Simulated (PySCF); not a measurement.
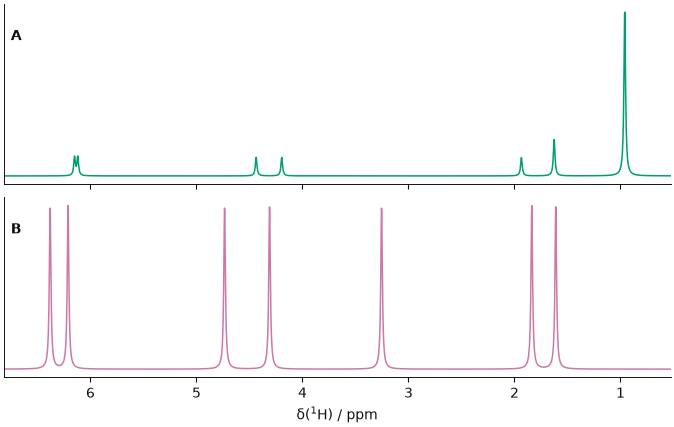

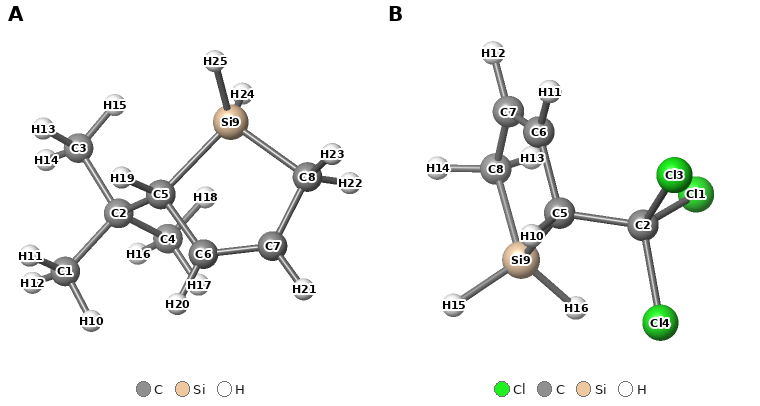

Related molecules: A is C₈H₁₆Si, SMILES CC(C)(C)[C@H]1C=CC[SiH2]1; B is C₅H₇Cl₃Si, SMILES ClC(Cl)(Cl)[C@H]1C=CC[SiH2]1. GIAO ¹H shifts against TMS, PBE0/pcSseg-1 in PySCF, at a PBE0-D3(BJ)/def2-SVP geometry (no frequency check); fully decoupled, line heights follow the number of nuclei within a panel, widths are arbitrary (no quadrupolar broadening); values of one conformer, averaged over nuclei that symmetry or rotation about single bonds exchange, these motions taken as fast.

Question: Assign the ¹H signals of each molecule.

Answer: A: 6.15 (H20); 6.12 (H21); 4.44 (H24); 4.20 (H25); 1.93 (H19); 1.63 (H22, H23); 0.96 (H10, H11, H12, H13, H14, H15, H16, H17, H18)
B: 6.38 (H12); 6.21 (H11); 4.73 (H16); 4.31 (H15); 3.25 (H10); 1.84 (H13); 1.61 (H14)

The order of signals that lie close, as those under 0.08 ppm apart, is within the error of the method.
